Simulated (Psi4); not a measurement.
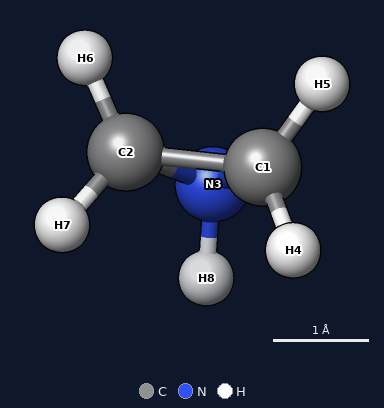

**Figure 1.** The structure (ball-and-stick view, seen at a tilt; atoms are numbered from 1 in the order of the input).

## Single-point calculation, with input and output: C2H5N

The run: single-point calculation of C2H5N (aziridine), SMILES C1CN1. Method and program: MP2/6-311+G**, RHF (Psi4 1.11).

The geometry comes from this level: PBE0-D4/def2-TZVP.

The program's output
```
Psi4 1.11 release

   => Loading Basis Set <=

    Name: 6-311+G**
    Role: ORBITAL
    Keyword: BASIS

         ---------------------------------------------------------
                                   SCF
                              RHF Reference
                        1 Threads,   1525 MiB Core
         ---------------------------------------------------------

  ==> Geometry <==

    Molecular point group: c1
    Full point group: C1

    Geometry (in Bohr), charge = 0, multiplicity = 1:

       Center              X                  Y                   Z               Mass
    ------------   -----------------  -----------------  -----------------  -----------------
         C           -0.591772692289     0.721101932695    -1.309130862672    12.000000000000
         C            1.569639357711     0.094544342695     0.333626957328    12.000000000000
         N           -0.978146092289    -0.700161087305     1.019918797328    14.003074004430
         H           -0.746616852289    -0.259873797305    -3.103747072672     1.007825032230
         H           -1.363555742289     2.619312932695    -1.299360972672     1.007825032230
         H            2.380067297711     1.533986522695     1.546131927328     1.007825032230
         H            2.900535667711    -1.317118867305    -0.331821202672     1.007825032230
         H           -1.223016812289    -2.559783867305     0.632846187328     1.007825032230

  Running in c1 symmetry.

  Rotational constants: A =      0.77612  B =      0.71500  C =      0.45512 [cm^-1]
  Rotational constants: A =  23267.47810  B =  21435.12507  C =  13644.12993 [MHz]
  Nuclear repulsion =   76.577779533024326

  Charge       = 0
  Multiplicity = 1
  Electrons    = 24
  Nalpha       = 12
  Nbeta        = 12

  ==> Algorithm <==

  SCF Algorithm Type is DF.
  DIIS enabled.
  MOM disabled.
  Fractional occupation disabled.
  Guess Type is SAD.
  Energy threshold   = 1.00e-08
  Density threshold  = 1.00e-08
  Integral threshold = 1.00e-12

  ==> Primary Basis <==

  Basis Set: 6-311+G**
    Blend: 6-311+G**
    Number of shells: 50
    Number of basis functions: 96
    Number of Cartesian functions: 99
    Spherical Harmonics?: true
    Max angular momentum: 2

   => Loading Basis Set <=

    Name: (6-311+G** AUX)
    Role: JKFIT
    Keyword: DF_BASIS_SCF

  ==> Integral Setup <==

  DFHelper Memory: AOs need 0.035 GiB; user supplied 1.118 GiB.
  SCF_SUBTYPE=INCORE selected. In-core MEM_DF algorithm will be used.
  Using in-core AOs.

  ==> MemDFJK: Density-Fitted J/K Matrices <==

    J tasked:                   Yes
    K tasked:                   Yes
    wK tasked:                   No
    Memory [MiB]:              1144
    Algorithm:                 Core
    Schwarz Cutoff:           1E-12
    Mask sparsity (%):       0.0000
    Fitting Condition:        1E-10

   => Auxiliary Basis Set <=

  Basis Set: (6-311+G** AUX)
    Blend: HEAVY-AUG-CC-PVTZ-JKFIT
    Number of shells: 140
    Number of basis functions: 462
    Number of Cartesian functions: 568
    Spherical Harmonics?: true
    Max angular momentum: 4

  Minimum eigenvalue in the overlap matrix is 8.3211324274E-05.
  Reciprocal condition number of the overlap matrix is 9.2599509681E-06.
    Using symmetric orthogonalization.

  ==> Pre-Iterations <==

  SCF Guess: Superposition of Atomic Densities via on-the-fly atomic UHF (no occupation information).

   -------------------------
    Irrep   Nso     Nmo
   -------------------------
     A         96      96
   -------------------------
    Total      96      96
   -------------------------

  ==> Iterations <==

                           Total Energy        Delta E     RMS |[F,P]|

   @DF-RHF iter SAD:  -132.69153854803284   -1.32692e+02   0.00000e+00
   @DF-RHF iter   1:  -132.97935388728843   -2.87815e-01   4.34279e-03 ADIIS/DIIS
   @DF-RHF iter   2:  -133.05529857393788   -7.59447e-02   2.25807e-03 ADIIS/DIIS
   @DF-RHF iter   3:  -133.07601800360635   -2.07194e-02   4.09825e-04 ADIIS/DIIS
   @DF-RHF iter   4:  -133.07706867019957   -1.05067e-03   1.13529e-04 ADIIS/DIIS
   @DF-RHF iter   5:  -133.07713960463477   -7.09344e-05   2.98068e-05 DIIS
   @DF-RHF iter   6:  -133.07714593983232   -6.33520e-06   6.00411e-06 DIIS
   @DF-RHF iter   7:  -133.07714641009383   -4.70262e-07   1.19339e-06 DIIS
   @DF-RHF iter   8:  -133.07714643207666   -2.19828e-08   3.22257e-07 DIIS
   @DF-RHF iter   9:  -133.07714643348791   -1.41125e-09   7.87529e-08 DIIS
   @DF-RHF iter  10:  -133.07714643358236   -9.44453e-11   1.62857e-08 DIIS
   @DF-RHF iter  11:  -133.07714643358628   -3.92220e-12   2.93326e-09 DIIS
  Energy and wave function converged.

  ==> Post-Iterations <==

    Orbital Energies [Eh]
    ---------------------

    Doubly Occupied:

       1A    -15.556756     2A    -11.255862     3A    -11.255092
       4A     -1.266466     5A     -0.896413     6A     -0.840740
       7A     -0.702715     8A     -0.641652     9A     -0.528174
      10A     -0.484238    11A     -0.478444    12A     -0.393601

    Virtual:

      13A      0.075876    14A      0.087626    15A      0.087975
      16A      0.098366    17A      0.126986    18A      0.133240
      19A      0.141701    20A      0.185203    21A      0.192141
      22A      0.222154    23A      0.283356    24A      0.286171
      25A      0.302748    26A      0.322823    27A      0.327704
      28A      0.351834    29A      0.361307    30A      0.363955
      31A      0.430145    32A      0.462077    33A      0.554566
      34A      0.562177    35A      0.673299    36A      0.698360
      37A      0.719631    38A      0.752990    39A      0.785280
      40A      0.825592    41A      0.863969    42A      0.877499
      43A      0.893579    44A      0.978785    45A      0.995823
      46A      1.073168    47A      1.088888    48A      1.165998
      49A      1.351205    50A      1.438041    51A      1.446851
      52A      1.558826    53A      1.631125    54A      1.647288
      55A      1.702353    56A      1.779845    57A      1.824132
      58A      1.842035    59A      1.866358    60A      1.964079
      61A      1.981952    62A      2.080361    63A      2.101893
      64A      2.155519    65A      2.210628    66A      2.353911
      67A      2.376255    68A      2.430348    69A      2.474632
      70A      2.585673    71A      2.646484    72A      2.765019
      73A      2.816254    74A      2.843780    75A      2.878054
      76A      2.916873    77A      2.946037    78A      2.983292
      79A      3.058164    80A      3.078511    81A      3.110697
      82A      3.178890    83A      3.324153    84A      3.388834
      85A      3.487039    86A      3.727273    87A      3.974217
      88A      4.023644    89A      4.248428    90A      4.495396
      91A      4.759410    92A      5.225107    93A      5.408134
      94A     25.047152    95A     25.088887    96A     36.958950

    Final Occupation by Irrep:
              A
    DOCC [    12 ]
    NA   [    12 ]
    NB   [    12 ]

  @DF-RHF Final Energy:  -133.07714643358628

   => Energetics <=

    Nuclear Repulsion Energy =             76.5777795330243265
    One-Electron Energy =                -330.7095433452697080
    Two-Electron Energy =                 121.0546173786590884
    Total Energy =                       -133.0771464335862788

Computation Completed

Properties will be evaluated at   0.000000,   0.000000,   0.000000 [a0]

Properties computed using the SCF density matrix

 Multipole Moments:

 ------------------------------------------------------------------------------------
     Multipole            Electronic (a.u.)      Nuclear  (a.u.)        Total (a.u.)
 ------------------------------------------------------------------------------------

 L = 1.  Multiply by 2.5417464519 to convert [e a0] to [Debye]
 Dipole X            :         -0.5666057            0.9675909            0.4009852
 Dipole Y            :         -0.2576578            0.0092730           -0.2483849
 Dipole Z            :          0.6472259           -1.2695430           -0.6223171
 Magnitude           :                                                    0.7808731

 ------------------------------------------------------------------------------------

	total time  =          1 seconds =       0.02 minutes

  //>>>>>>>>>>>>>>>>>>>>>>>>>>>>>>>>>>>//
  //               DFMP2               //
  //<<<<<<<<<<<<<<<<<<<<<<<<<<<<<<<<<<<//

   => Loading Basis Set <=

    Name: (6-311+G** AUX)
    Role: RIFIT
    Keyword: DF_BASIS_MP2

	 --------------------------------------------------------
	                          DF-MP2
	      2nd-Order Density-Fitted Moller-Plesset Theory
	              RMP2 Wavefunction,   1 Threads

	 --------------------------------------------------------

   => Auxiliary Basis Set <=

  Basis Set: (6-311+G** AUX)
    Blend: HEAVY-AUG-CC-PVTZ-RI
    Number of shells: 134
    Number of basis functions: 468
    Number of Cartesian functions: 583
    Spherical Harmonics?: true
    Max angular momentum: 4

	 --------------------------------------------------------
	                 NBF =    96, NAUX =   468
	 --------------------------------------------------------
	   CLASS    FOCC     OCC    AOCC    AVIR     VIR    FVIR
	   PAIRS       3      12       9      84      84       0
	 --------------------------------------------------------

	-----------------------------------------------------------
	 ==================> DF-MP2 Energies <====================
	-----------------------------------------------------------
	 Reference Energy          =    -133.0771464335862788 [Eh]
	 Singles Energy            =      -0.0000000000000000 [Eh]
	 Same-Spin Energy          =      -0.1150784876124545 [Eh]
	 Opposite-Spin Energy      =      -0.3622901848808736 [Eh]
	 Correlation Energy        =      -0.4773686724933280 [Eh]
	 Total Energy              =    -133.5545151060796059 [Eh]
	-----------------------------------------------------------
	 ================> DF-SCS-MP2 Energies <==================
	-----------------------------------------------------------
	 SCS Same-Spin Scale       =       0.3333333333333333 [-]
	 SCS Opposite-Spin Scale   =       1.2000000000000000 [-]
	 SCS Same-Spin Energy      =      -0.0383594958708182 [Eh]
	 SCS Opposite-Spin Energy  =      -0.4347482218570483 [Eh]
	 SCS Correlation Energy    =      -0.4731077177278664 [Eh]
	 SCS Total Energy          =    -133.5502541513141352 [Eh]
	-----------------------------------------------------------

	total time  =          1 seconds =       0.02 minutes

    Psi4 run time: 0:00:02.03
```

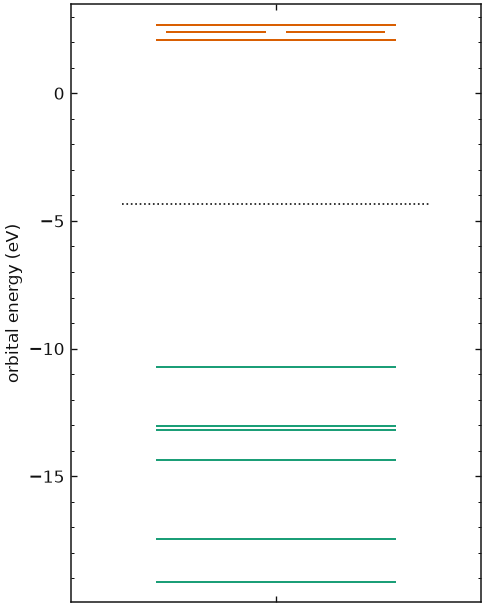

**Figure 2.** Orbital energies near the frontier (SCF reference); the dotted line parts filled from empty levels, and levels within 0.02 eV of each other stand side by side. Highest filled −10.71 eV, lowest empty 2.06 eV, 12.77 eV apart.

This output came from the following input.

Input file (calc.in)
```
memory 1600 MB

molecule mol {
  0 1
  C     -0.83516446     0.70460328    -0.99518647
  C      1.32624759     0.07804569     0.64757135
  N     -1.22153786    -0.71665974     1.33386319
  H     -0.99000862    -0.27637245    -2.78980268
  H     -1.60694751     2.60281428    -0.98541658
  H      2.13667553     1.51748787     1.86007632
  H      2.65714390    -1.33361752    -0.01787681
  H     -1.46640858    -2.57628252     0.94679058
  units bohr
  symmetry c1
}

set basis 6-311+G**
set puream true
set scf_type df
set num_frozen_docc 3

energy_value, wavefunction = energy('mp2', return_wfn=True)
```

Command:
```bash
psi4 -n 1 calc.in calc.out
```

Key numbers

```json
{"quantity": "outcome", "value": "converged"}
{"quantity": "total energy", "value": "−133.554515 hartree"}
{"quantity": "SCF energy", "value": "−133.077146 hartree"}
{"quantity": "MP2 energy", "value": "−133.554515 hartree"}
{"quantity": "correlation energy", "value": "−0.477369 hartree"}
{"quantity": "basis functions", "value": "96"}
{"quantity": "HOMO of the SCF reference", "value": "−10.71 eV"}
{"quantity": "LUMO of the SCF reference", "value": "2.06 eV"}
{"quantity": "hardware", "value": "1 thread of Intel Xeon @ 2.70GHz, 189 GiB of memory available, shared host"}
{"quantity": "wall time", "value": "3.6 s"}
{"quantity": "peak memory", "value": "0.23 GiB"}
```
